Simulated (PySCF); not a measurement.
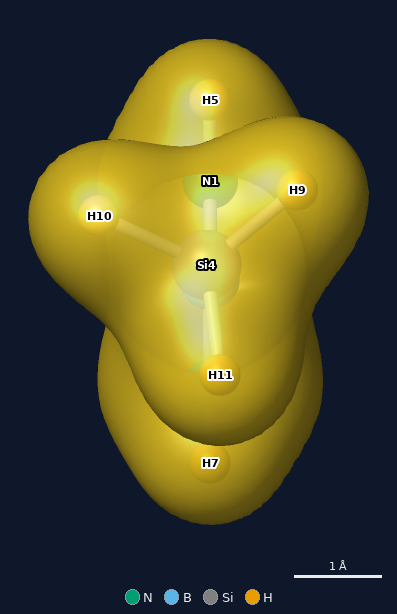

BH₇N₂Si. Isosurface of the electron density at 0.1 e/Å³ (yellow), seen at an oblique angle.

Geometry: GFN2-xTB.

These are results of PBE0/pcSseg-1, SCF density, gas phase, non-relativistic (PySCF), not measurements.

The calculation's input:

```
{"job": {"kind": "nmr", "xc": "PBE0", "basis": "pcSseg-1"}, "charge": 0, "multiplicity": 1}
N     -0.631056     1.505058    -0.054631
B     -0.354925     0.126766    -0.016989
N     -1.449717    -0.755349    -0.017547
Si     1.489815    -0.538418     0.041791
H      0.077588     2.215902    -0.058540
H     -1.563147     1.885250    -0.078165
H     -1.358854    -1.754657     0.007896
H     -2.409505    -0.452295    -0.039480
H      2.371899    -0.003065    -1.013688
H      2.214193    -0.223295     1.288844
H      1.619133    -2.003225    -0.085455
```

Command:

```sh
OMP_NUM_THREADS=1 python probes_run.py task.json out
```

How is the density connected at this value?

At this value the surface is in one piece. It bridges the sampled B–N (1.41 Å), Si–B (1.96 Å), N–H (1.00 Å) and Si–H (1.48 Å) contacts, where the density stays above the isovalue. On the grid the lowest density along these lines, outside the cores, is 1.5 e/Å³ (B–N, 1.41 Å), 0.79 e/Å³ (Si–B, 1.96 Å), 2.3 e/Å³ (N–H, 1.00 Å) and 0.77 e/Å³ (Si–H, 1.48 Å).
